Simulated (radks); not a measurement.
Nd: atomic calculation

Atomic neodymium (Nd) in the configuration [Xe] 4f4 5d2 (high spin). Computed at this level: scalar-relativistic Kohn-Sham, LDA (Slater exchange, Perdew-Wang correlation), spin-polarised, spherical densities, finite nucleus (the in-house radial solver radks).

**Results in brief**

- outcome: converged
- total energy: −9616.5547 hartree
- kinetic energy: 10231.3595 hartree
- electron–nucleus energy: −23366.9074 hartree
- Hartree energy: 3734.4265 hartree
- exchange–correlation energy: −215.433377 hartree
- radius at density 0.001 e/bohr³: 4.79 bohr
- SCF iterations: 22
- hardware: 1 CPU thread, shared host

**Input file**
```
Z 60
configuration [Xe] 4f4 5d2 6s0 6p0
relativity scalar-relativistic
functional lda,pw
spin polarised
nucleus finite rms 4.9123 fm
c 137.035999084
```

Energies in input and log are in hartree, lengths in bohr (the nuclear radius in fm).

**The program's output**
```
1s      1   1.0000       -1593.15963727
2s      1   1.0000        -257.65186337
2p      1   3.0000        -230.44904727
3s      1   1.0000         -55.82779430
3p      1   3.0000         -47.24526534
3d      1   5.0000         -35.29696187
4s      1   1.0000         -11.05811928
4p      1   3.0000          -8.24447178
4d      1   5.0000          -4.24199099
4f      1   4.0000          -0.02679061
5s      1   1.0000          -1.43517424
5p      1   3.0000          -0.76013176
5d      1   2.0000          -0.04667509
6s      1   0.0000          -0.11851186
6p      1   0.0000          -0.04151182
1s      2   1.0000       -1593.15977666
2s      2   1.0000        -257.64972820
2p      2   3.0000        -230.44750878
3s      2   1.0000         -55.78737922
3p      2   3.0000         -47.20517130
3d      2   5.0000         -35.26506696
4s      2   1.0000         -10.95501978
4p      2   3.0000          -8.14115831
4d      2   5.0000          -4.13888848
4f      2   0.0000           0.00027128
5s      2   1.0000          -1.36048982
5p      2   3.0000          -0.69472248
5d      2   0.0000          -0.00853575
6s      2   0.0000          -0.08338891
6p      2   0.0000          -0.02170551
Etot -9616.554730834287
Ekin 10231.359466070835
Encl -23366.907362927683
Eh 3734.4265426692505
Exc -215.43337664668903
err 1.1612696641060248e-08
it 22
```

**Orbitals**

| orbital | occupation | energy (eV) | ⟨r⟩ (bohr) | outer maximum (bohr) |
| --- | --- | --- | --- | --- |
| 1s down | 1 | −43352.1 | 0.02365 | 0.0151 |
| 1s up | 1 | −43352.1 | 0.02365 | 0.0151 |
| 2s up | 1 | −7011.1 | 0.1011 | 0.0856 |
| 2s down | 1 | −7011.0 | 0.1011 | 0.0856 |
| 2p up | 3 | −6270.8 | 0.08883 | 0.0689 |
| 2p down | 3 | −6270.8 | 0.08882 | 0.0689 |
| 3s up | 1 | −1519.2 | 0.2667 | 0.244 |
| 3s down | 1 | −1518.1 | 0.2666 | 0.244 |
| 3p up | 3 | −1285.6 | 0.2648 | 0.239 |
| 3p down | 3 | −1284.5 | 0.2647 | 0.239 |
| 3d up | 5 | −960.479 | 0.2419 | 0.196 |
| 3d down | 5 | −959.611 | 0.2418 | 0.196 |
| 4s up | 1 | −300.907 | 0.6077 | 0.565 |
| 4s down | 1 | −298.101 | 0.6075 | 0.565 |
| 4p up | 3 | −224.344 | 0.6435 | 0.590 |
| 4p down | 3 | −221.532 | 0.6434 | 0.590 |
| 4d up | 5 | −115.430 | 0.7072 | 0.619 |
| 4d down | 5 | −112.625 | 0.7074 | 0.618 |
| 5s up | 1 | −39.053 | 1.472 | 1.32 |
| 5s down | 1 | −37.021 | 1.482 | 1.32 |
| 5p up | 3 | −20.684 | 1.742 | 1.50 |
| 5p down | 3 | −18.904 | 1.758 | 1.51 |
| 6s up | 0 | −3.225 | 4.579 | 3.83 |
| 6s down | 0 | −2.269 | 4.959 | 4.00 |
| 5d up | 2 | −1.270 | 3.804 | 2.40 |
| 6p up | 0 | −1.130 | 6.590 | 5.40 |
| 4f up | 4 | −0.729 | 1.156 | 0.662 |
| 6p down | 0 | −0.591 | 7.930 | 6.29 |
| 5d down | 0 | −0.232 | 5.529 | 2.53 |

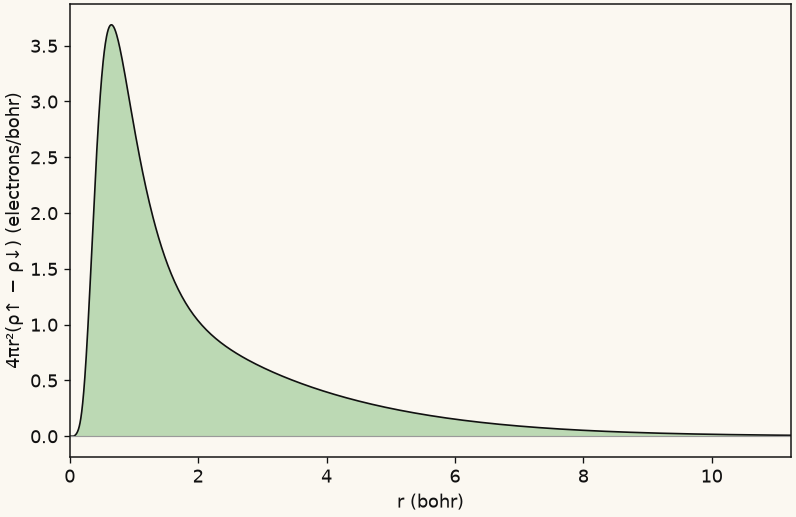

*The radial spin density.*

The curve integrates to 6 unpaired electrons, held by 4f (+4) and 5d (+2). Its largest value, 3.69 electrons/bohr, lies near r = 0.65 bohr. Regions of the opposite sign are negligible.

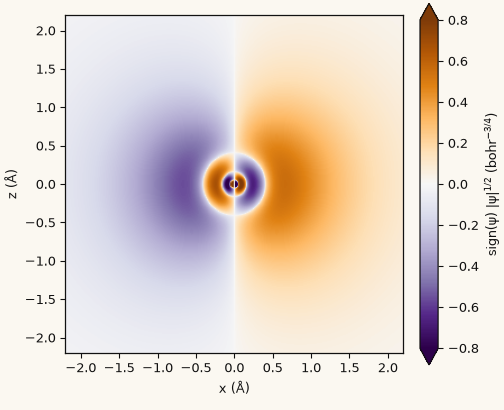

*One occupied orbital of up spin is shown. In the xz plane through the nucleus, the colour gives the signed square root of ψ. (1 bohr = 0.529 Å.) The radial function comes from the spherical calculation and is multiplied by a real spherical harmonic; the overall sign is chosen so that the largest lobe of P(r) is positive; at the scalar-relativistic level it is the large component.*

It is 5p(x) of up spin. It has the nodal plane yz and 3 radial nodes, at r = 0.102, 0.303 and 0.771 bohr. The outermost maximum of P² lies at 1.50 bohr, ⟨r⟩ = 1.74 bohr, 90 % of the charge lies within 2.57 bohr, and the eigenvalue is −20.7 eV, with 3 electrons in the shell for this spin.

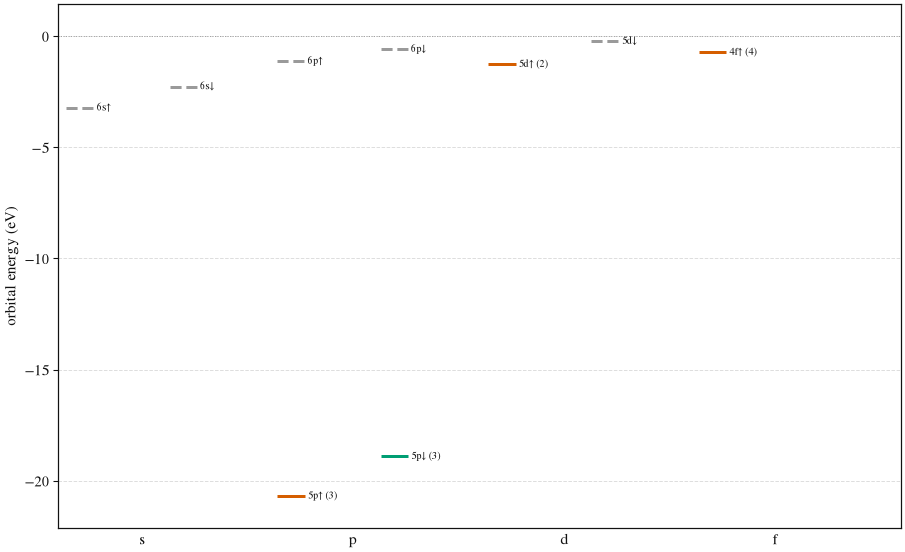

*The outer levels are drawn by angular momentum (occupations in brackets, up spins at the left of each column and down spins at the right, empty levels dashed).*

The highest occupied level is 4f up at −0.729 eV. From the top down the occupied levels run 4f up (−0.729 eV), 5d up (−1.27 eV), 5p down (−18.9 eV), 5p up (−20.7 eV). The lowest empty level drawn is 6s up at −3.22 eV, below the highest occupied one, so this filling isn't the aufbau one. The largest exchange splitting (down less up) among the shells drawn in both spins is that of 5p, 1.78 eV. The order isn't aufbau: the empty 6s up, 6s down and 6p up levels lie under the highest occupied one.

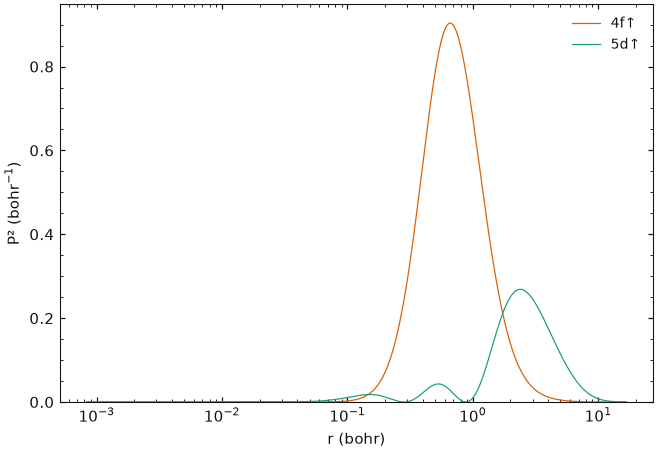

*The radial probability densities P² of 5d up and 4f up.*

4f up: outer maximum at 0.662 bohr, ⟨r⟩ = 1.16 bohr, 0 nodes, eigenvalue −0.729 eV; 5d up: outer maximum at 2.40 bohr, ⟨r⟩ = 3.80 bohr, 2 nodes, eigenvalue −1.27 eV.
